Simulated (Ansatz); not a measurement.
**BH5N (doublet): density, localisation and related maps**

The calculation's input:

```
crystal:
  periodic: [false, false, false]
  atoms:
    - {symbol: H, position_ang: [0.123079, -1.486533, -0.236706]}
    - {symbol: B, position_ang: [-0.284794, -0.310129, -0.405494]}
    - {symbol: N, position_ang: [0.238920, 0.547896, 0.631980]}
    - {symbol: H, position_ang: [0.487931, -0.308658, -1.395675]}
    - {symbol: H, position_ang: [-1.451388, -0.191706, -0.651876]}
    - {symbol: H, position_ang: [-0.318960, 1.216757, 1.138947]}
    - {symbol: H, position_ang: [1.205211, 0.532374, 0.918926]}
basis:
  gaussian: {orbitals: def2-TZVPP}
magnetization: {spin_polarized: true, initial_magnetization: 1}
hamiltonian: {xc: pbe0, dispersion: d4}
output: {orbitals: {seedname: orbitals}}
```

Command:

```sh
ansatz run in.yaml --threads 2 --pin off --events-out ev --progress --plain --max-ram 4352MiB
```

The reactant side of a reaction path; geometry: PBE0-D4/def2-TZVP.

These are results of UKS PBE0-D4/def2-TZVPP (Ansatz 0.2.0), not measurements.

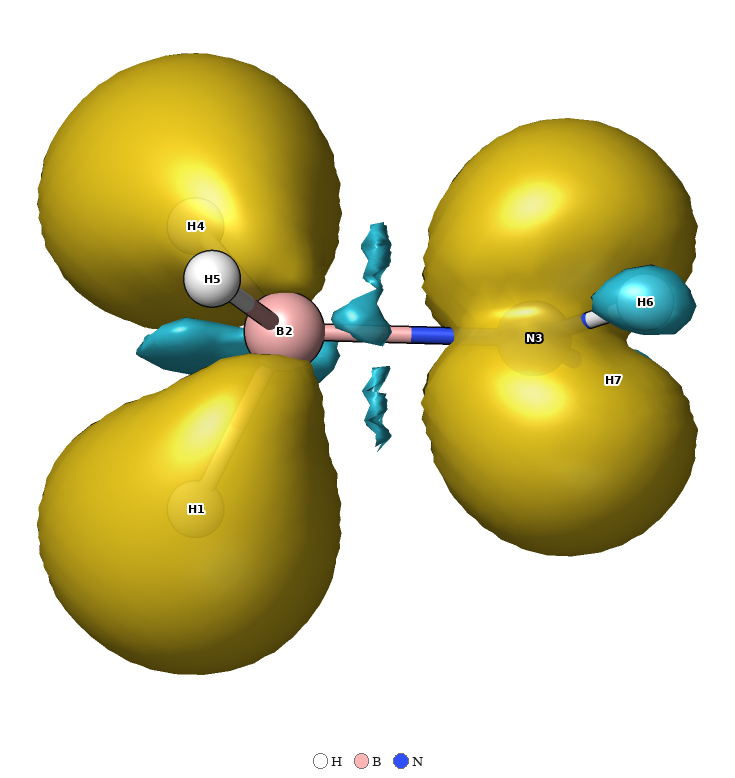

Figure 1. Isosurfaces of the spin density (α minus β) at +0.02 (yellow) and −0.02 e/Å³ (cyan), seen from one side.

Where is the unpaired spin?

Answer. The unpaired spin (1 electron) lies mostly on N3 (about 0.4), H1 (about 0.2), H4 (about 0.2) and B2 (about 0.2), in electrons by Hirshfeld's partition.

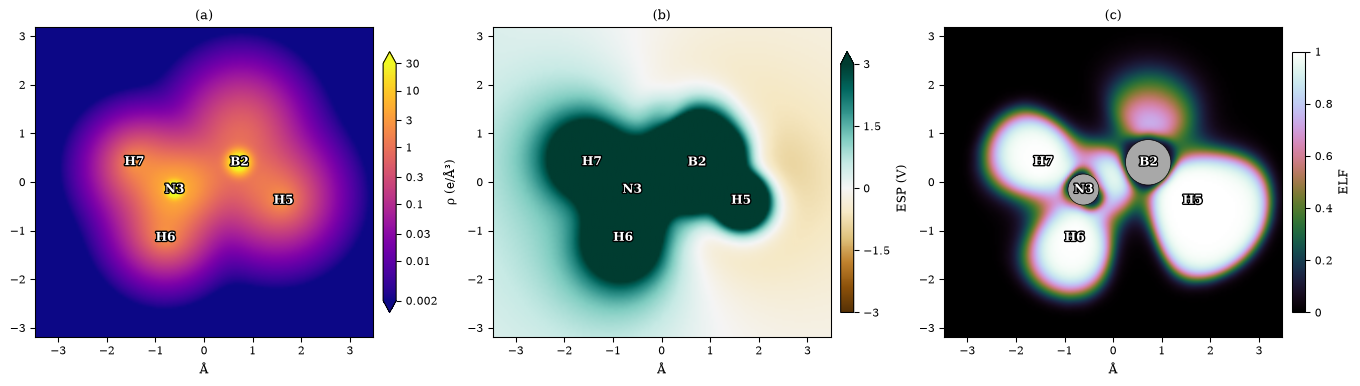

Figure 2. (a) total electron density; (b) electrostatic potential; (c) ELF on the plane of atoms N3, B2 and H5. Grey discs cover the atomic cores in the ELF map.

Read the bonding off the picture.

Answer. The section cuts through B, N and H sites. B–N (1.44 Å): ρ is about 1.8 e/Å³ halfway; the ELF peaks at about 0.95 between the atoms (a shared but strongly polarised pair). N–H (1.01 Å): ρ at the midpoint is about 3 e/Å³; the ELF climbs to about 1 towards the hydrogen, as it does in any bond to H (a covalent bond by its length). B–H (1.20 Å): ρ is about 1.2 e/Å³ halfway; the ELF climbs to about 1 towards the hydrogen: an ordinary covalent bond to hydrogen. Outside the dense part of the molecule the potential is most negative (−0.9 V) near H5.

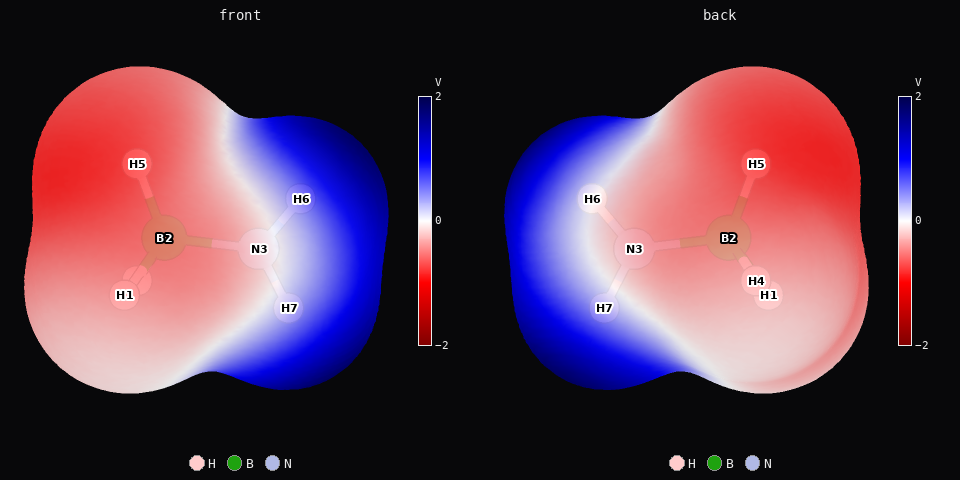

Figure 3. The electrostatic potential painted on the density surface at 0.001 e/bohr³, seen from the front and from behind; red is negative and blue positive.

Describe the electrostatic potential map.

Answer. The most negative region (about −0.8 V) lies over H5, the most positive (about +1.8 V) over H6 and H7.
